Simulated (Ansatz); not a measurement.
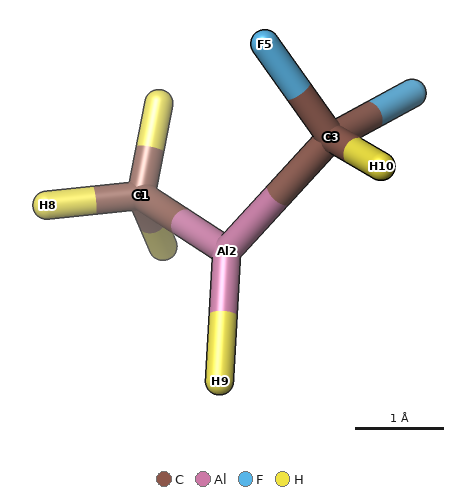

*The structure (stick view, seen at a tilt; atoms are numbered from 1 in the order of the input). Sticks mark near contacts.*

Bond lengths as drawn: Al–C 1.94 to 2.02 Å, Al–H 1.59 Å, C–F 1.38 Å and C–H 1.09 to 1.10 Å.

# Single-point calculation, with input and output: C$_{2}$H$_{5}$AlF$_{2}$

- system: C$_{2}$H$_{5}$AlF$_{2}$
- method: RKS PBE0-D4/def2-TZVPP (Ansatz 0.2.0)

The geometry comes from this level: PBE0-D4/def2-TZVP.

### The input
```yaml
crystal:
  periodic: [false, false, false]
  atoms:
    - {symbol: C, position_ang: [-1.149329, -0.976621, 0.786254]}
    - {symbol: Al, position_ang: [0.634075, -0.279121, 0.466767]}
    - {symbol: C, position_ang: [0.867935, 1.087571, -1.000540]}
    - {symbol: F, position_ang: [0.421787, 0.548175, -2.191189]}
    - {symbol: F, position_ang: [0.055188, 2.171963, -0.731838]}
    - {symbol: H, position_ang: [-1.169391, -2.065276, 0.671198]}
    - {symbol: H, position_ang: [-1.888936, -0.549808, 0.105648]}
    - {symbol: H, position_ang: [-1.471141, -0.767811, 1.811830]}
    - {symbol: H, position_ang: [1.918748, -0.717784, 1.291252]}
    - {symbol: H, position_ang: [1.864064, 1.497515, -1.206284]}
basis:
  gaussian: {orbitals: def2-TZVPP}
hamiltonian: {xc: pbe0, dispersion: d4}
output: {orbitals: {seedname: orbitals}}
```

Machine: 4 threads of Arm Neoverse V1, 23 GiB of memory available, shared host.

Run as:
```bash
ansatz run in.yaml --threads 4 --pin off --events-out ev --progress --plain --max-ram 10444MiB
```

### The program's output
```
Functional definition: PBE0
  name "PBE0"
  cite "Adamo & Barone, J. Chem. Phys. 110, 6158 (1999) doi:10.1063/1.478522"
  cite "Perdew, Burke & Ernzerhof, Phys. Rev. Lett. 77, 3865 (1996) doi:10.1103/PhysRevLett.77.3865"
  parent pbe
  parameter a = 0.25
  parameter kappa = 0.804
  parameter beta = 0.06672455060314922
  exchange = (1 - a)*pbe_x(kappa = kappa, mu = beta*pi^2/3) + a*exact_x
  correlation = pbe_c(beta = beta)
1267 factors; their error is unknown
mean field evaluation 1: about -14171.1590 eV, gradient 5.8e1 eV
mean field evaluation 2: about -14168.1329 eV, gradient 6.5e1 eV
mean field evaluation 4: about -14178.2164 eV, gradient 3.9e0 eV
mean field evaluation 8: about -14178.2415 eV, gradient 4.1e-2 eV
mean field evaluation 16: about -14178.2650 eV, gradient 2.8e-5 eV
mean field -14178.26502596 eV, -521.0416293307 hartree, gradient 2.8e-5 eV, S^2 0.000000; 0 other end points of the search recorded, 0 dependent functions left out
reference -14178.26505850 eV, -521.0416305266 hartree; 24, 24 occupied and 212, 212 virtual orbitals, 1267 factors
Total energy: -14178.39733935 eV, -521.0464917581 hartree
```

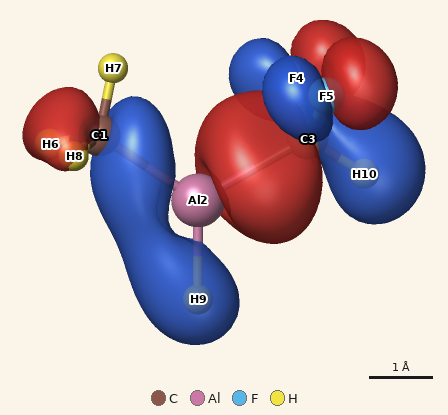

*The HOMO at ±0.08 Å⁻³ᐟ² (blue and red are the two phases), seen at a tilt.*

Its weight (Hirshfeld) is mainly on C3 (35 %), Al2 (15 %), F4 (15 %) and F5 (15 %). Its energy is −7.68 eV.

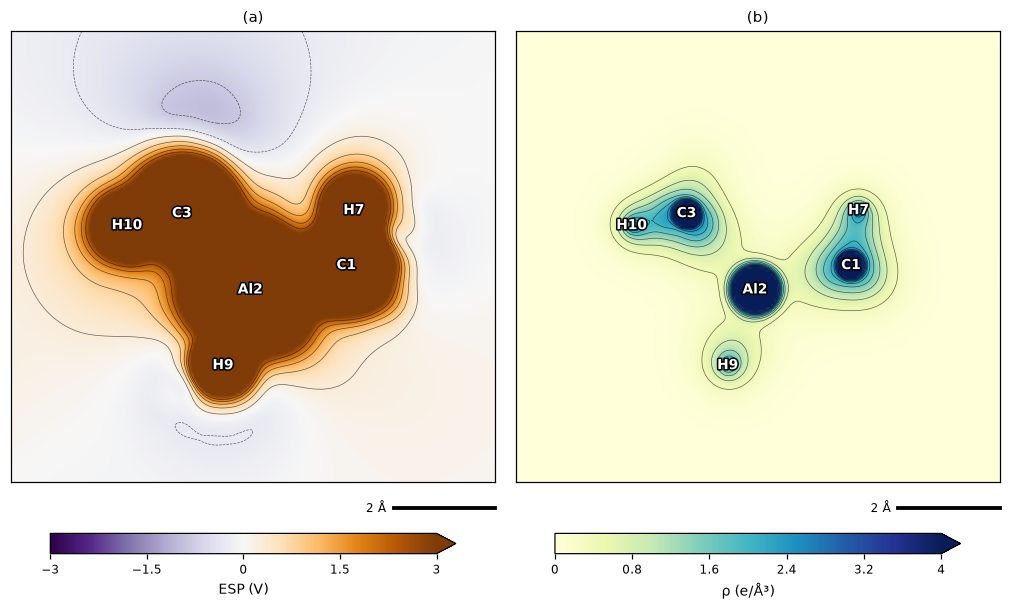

*(a) electrostatic potential; (b) electron density on the plane of atoms C3, Al2 and H9.*

Atoms in the plane: C, Al and H. C–H (1.09 Å): ρ at the midpoint is about 1.9 e/Å³. Al–H (1.59 Å): ρ is about 0.56 e/Å³ halfway.

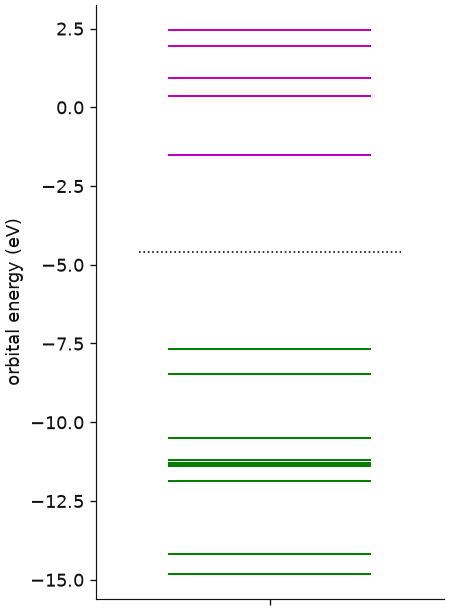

*Orbital energies near the frontier; the dotted line parts filled from empty levels, and levels within 0.02 eV of each other stand side by side.*

Highest filled −7.68 eV, lowest empty −1.51 eV, 6.17 eV apart.

### Results in brief

- outcome: converged
- total energy: −14178.3973 eV
- mean-field energy: −14178.2651 eV
- dispersion energy: −0.1323 eV
- SCF solution under orbital rotations: stable
- HOMO: −7.68 eV
- LUMO: −1.51 eV
- wall time: 2.5 s (CPU time 9.1 s)
- peak memory: 0.51 GiB
